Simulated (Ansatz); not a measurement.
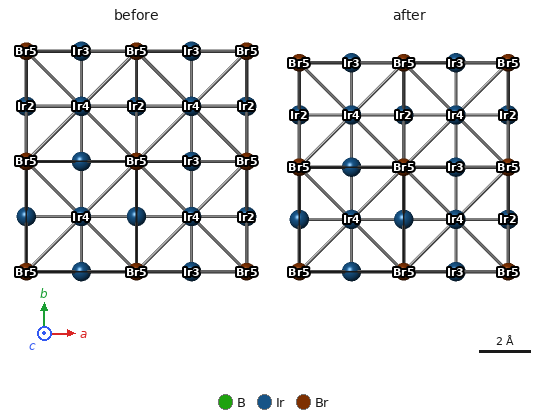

The structure of solid BIr3Br (a generated structure, set up in Pm-3m) before (left) and after (right) a relaxation, at one scale.

The picture is a ball-and-stick view of the cell of the calculation, repeated 2 × 2 × 1 with one cell outlined, seen along the c axis.

All numbers below come from DFT, PAW plane waves, PBEsol (Ansatz).

Input file:
```yaml
crystal:
  lattice:
    - [4.381274, 0.0, 0.0]
    - [0.0, 4.381274, 0.0]
    - [0.0, 0.0, 4.381274]
  atoms:
    - { symbol: B, position: [0.5, 0.5, 0.5] }
    - { symbol: Ir, position: [0.0, 0.5, 0.5] }
    - { symbol: Ir, position: [0.5, 0.0, 0.5] }
    - { symbol: Ir, position: [0.5, 0.5, 0.0] }
    - { symbol: Br, position: [0.0, 0.0, 0.0] }
  symmetry: { tolerance: 0.0003 }
kpoints:
  mp_grid: { grid: [4, 4, 4], shift: [0, 0, 0] }
magnetization:
  spin_polarized: false
scf:
  occupations: { method: gaussian, width: 0.1175 }
hamiltonian:
  pseudopotentials: { kind: paw }
  xc: pbesol
basis:
  ecutwfc: 420
output:
  forces: true
  stress: true
  eigenvalues: true
relax:
  max_steps: 40
  cell: {}
```

Command:
```bash
ansatz run input.yaml --threads 1 --pin off --max-ram 2560MiB --backend cpu --events-out ev --progress --plain --runs-dir out
```

Q: Summarise the run.

A: The atoms keep their places relative to the cell (all moves are under 0.005 Å). The volume changes by −14.9 %, with a = b = c 4.381 → 4.152 Å (−5.2 %). Among the contacts that change: Ir2–Br5 3.098 → 2.936 Å, B1–Ir2 2.191 → 2.076 Å. The space group stays Pm-3m (No. 221). After 3 accepted moves (4 points after the start) the energy has fallen by 1.090 eV per cell of the calculation. All forces vanish by symmetry, so only the cell relaxes. The pressure goes from −23.81 to −0.02 GPa. The SCF was repeated once at an unchanged geometry on a basis and grid sized afresh for the cell, which shifted the energy by 5.7 meV per cell of the calculation at most.
